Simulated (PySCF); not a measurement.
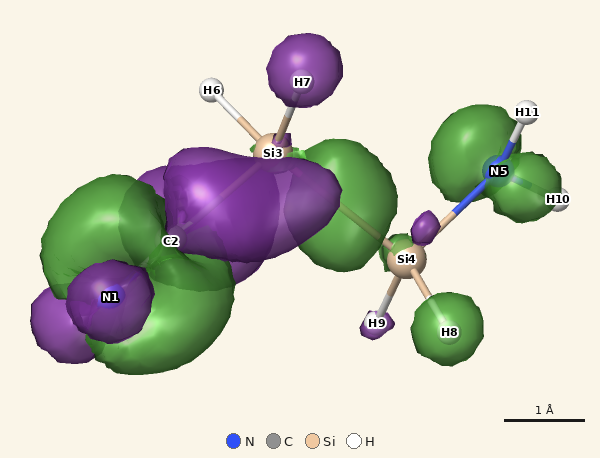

Figure. CH₆N₂Si₂, SMILES `N#C[SiH2][SiH2]N`. Unrelaxed difference density of S₂ less the ground state (TDA singlet states), ±0.015 e/Å³; purple: gain, green: loss.

Method: LC-wPBE/6-31+G*; geometry: GFN2-xTB; program: PySCF. No frequency check shows the geometry to be a minimum.

The calculation's input:

```python
import numpy as np
from pyscf import gto, scf, dft, tdscf
from pyscf.scf import atom_ks, atom_hf
from scipy.linalg import block_diag

def solve(mol, dm0=None, hcore=None):
    mf = (dft.UKS if mol.spin else dft.RKS)(mol, xc='lc_wpbe')
    mf.grids.level = 3
    mf = mf.density_fit(auxbasis='def2-universal-jkfit')
    mf.conv_tol, mf.max_cycle = 1e-8, 80
    if hcore is not None:
        mf.get_hcore = lambda *args: hcore
    mf.kernel(dm0)
    if not mf.converged:
        mf = mf.newton().run(mf.mo_coeff, mf.mo_occ, max_cycle=30)
    assert mf.converged, 'SCF not converged'
    return mf

mol = gto.M(atom='''
N     -3.11956    -0.70131     0.04275
C     -2.14869    -0.09200     0.01339
Si    -0.53905     0.85091    -0.03854
Si     1.18759    -0.68276    -0.00898
N      2.62030     0.27954    -0.00385
H     -0.68429     1.68853    -1.23561
H     -0.64448     1.74466     1.12611
H      1.07900    -1.62352     1.12330
H      1.31326    -1.48470    -1.22842
H      3.50588    -0.17238    -0.16542
H      2.73790     0.99760     0.69273
''', basis='6-31+g*', charge=0, spin=0, verbose=4)
mf = solve(mol)
td = mf.TDA()
td.nstates, td.singlet, td.conv_tol = 4, True, 1e-5
td.kernel()
td.analyze()
x, y = np.array([p[0] for p in td.xy]), np.array([p[1] + 0 * p[0] for p in td.xy])
f, mu = td.oscillator_strength(), td.transition_dipole()
nto = [td.get_nto(state=i + 1, verbose=4) for i in range(len(td.e))]
# spherically averaged free atoms, for the promolecule
atm = atom_ks.get_atm_nrks(mol, xc='lc_wpbe')
pro = block_diag(*[(atm[a[0]][2] * atm[a[0]][3]) @ atm[a[0]][2].T for a in mol._atom])
np.savez('result.npz', e=td.e, f=f, ok=td.converged, w=[n[0] for n in nto], nto=[n[1] for n in nto], x=x, y=y, c=mf.mo_coeff, occ=mf.mo_occ, eps=mf.mo_energy, pro=pro, mu=mu)
```

Command:

```sh
OMP_NUM_THREADS=1 python input.py
```

The run took 3.8 min on 1 thread of Intel(R) Xeon(R) Platinum 8259CL CPU @ 2.50GHz (Skylake/Cascade Lake), with other jobs on the host, peak memory 0.63 GiB.

How does the charge move on excitation?

0.51 e is displaced in all, of which about 0.2 e passes between atoms: N1 (0.08 e) and N5 (0.06 e) lose electrons and Si3 (0.10 e) gains them. The state: 7.28 eV (170 nm), f = 0.007; the leading pair carries 69 %; hole on N1 (36 %), C2 (26 %) and Si3 (11 %), electron on N1 (28 %), C2 (27 %) and Si3 (21 %) (shares are of the whole state, not of the leading pair alone); their centroids lie 0.2 Å apart.
